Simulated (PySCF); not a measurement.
## Run report: C2F3N, core-level calculation

C2F3N, computed with delta-SCF UKS B3LYP, pcX-2 on the ionised atom, pcseg-1 elsewhere, spin-free X2C (PySCF 2.14.0).

Figures and captions count atoms from 1; the log counts them from 0 in places.

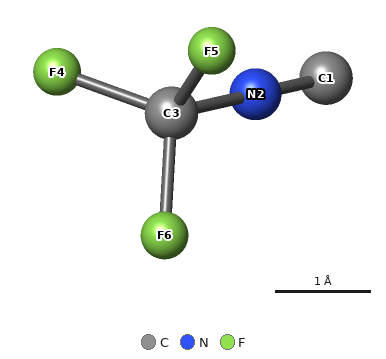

**Figure 1.** The input geometry (ball-and-stick view, seen at a tilt; atoms are numbered from 1 in the order of the input).

The input:
```
{"job": {"kind": "xps", "xc": "B3LYP"}, "charge": 0, "multiplicity": 1}
C      2.127294     0.277779    -0.011789
N      0.960673     0.122273    -0.010980
C     -0.430512    -0.062701    -0.006401
F     -1.021245     0.943495    -0.624832
F     -0.874499    -0.121745     1.235984
F     -0.737856    -1.187624    -0.626795
```

The first line tells a small driver script what to run in PySCF; the rest is the geometry in Å.

Hardware: 1 CPU thread, shared host.

Command:
```bash
OMP_NUM_THREADS=1 python <driver script> task.json out
```

The program's output:
```
ground state, core basis on atom 0 (C), 115 functions
  cycle   1  E = -430.53795970  |g| = 9.01e-01
  cycle   2  E = -430.32418552  |g| = 1.48e+00
  cycle   3  E = -430.67697113  |g| = 1.86e-01
  cycle   4  E = -430.68260981  |g| = 8.03e-02
  cycle   5  E = -430.68393298  |g| = 1.71e-02
  cycle   6  E = -430.68398801  |g| = 1.65e-03
  cycle   7  E = -430.68398905  |g| = 4.02e-04
  E(ground) = -430.68370862 Eh
hole in C 1s of atom 0
  cycle   1  E = -419.34518083  |g| = 1.46e+00
  cycle   2  E = -417.23740250  |g| = 2.44e+00
  cycle   3  E = -419.64178935  |g| = 7.08e-01
[... 8 cycles left out ...]
  E(ion) = -419.85887787 Eh   <S^2> = 0.8016   hole on atom = 1.000   binding energy = 294.559 eV
ground state, core basis on atom 1 (N), 115 functions
[... 5 cycles left out ...]
  E(ground) = -430.69471285 Eh
hole in N 1s of atom 1
[... 9 cycles left out ...]
  E(ion) = -415.70392376 Eh   <S^2> = 0.7626   hole on atom = 1.000   binding energy = 407.920 eV
ground state, core basis on atom 2 (C), 115 functions
[... 6 cycles left out ...]
  E(ground) = -430.69366433 Eh
hole in C 1s of atom 2
[... 10 cycles left out ...]
  E(ion) = -419.62477223 Eh   <S^2> = 0.7613   hole on atom = 1.000   binding energy = 301.200 eV
ground state, core basis on atom 3 (F), 115 functions
[... 5 cycles left out ...]
  cycle   6  E = -430.73179523  |g| = 2.48e-04
  E(ground) = -430.73140982 Eh
hole in F 1s of atom 3
  cycle   1  E = -404.30903252  |g| = 2.59e+00
  cycle   2  E = -404.10217040  |g| = 2.23e+00
  cycle   3  E = -405.06985141  |g| = 5.66e-01
  cycle   4  E = -405.11086274  |g| = 4.52e-01
  cycle   5  E = -405.18914690  |g| = 7.99e-02
  cycle   6  E = -405.19140709  |g| = 3.10e-02
  cycle   7  E = -405.19173657  |g| = 8.05e-03
  cycle   8  E = -405.19176710  |g| = 1.68e-03
  cycle   9  E = -405.19176849  |g| = 3.71e-04
  E(ion) = -405.19136204 Eh   <S^2> = 0.7548   hole on atom = 1.000   binding energy = 694.980 eV
```

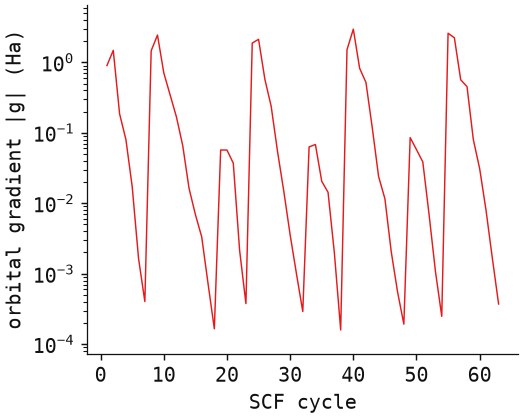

**Figure 2.** Convergence of the self-consistent field: orbital gradient |g| against the SCF cycle. All cycles printed in the log are drawn one after another.

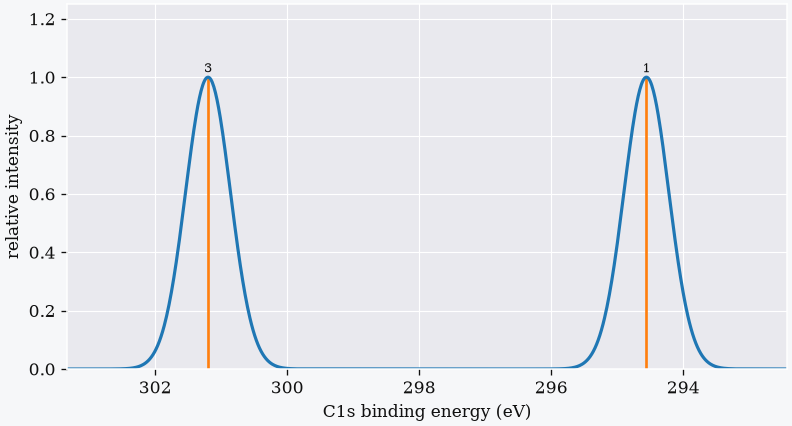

**Figure 3.** C1s binding energies by ΔSCF of the atoms computed, labelled by atom number, with a Gaussian envelope of 0.8 eV full width. They run from 294.56 eV (atom 1) to 301.20 eV (atom 3).

Key numbers:

```json
{"quantity": "outcome", "value": "converged"}
{"quantity": "wall time", "value": "12 s"}
{"quantity": "peak memory", "value": "0.43 GiB"}
```
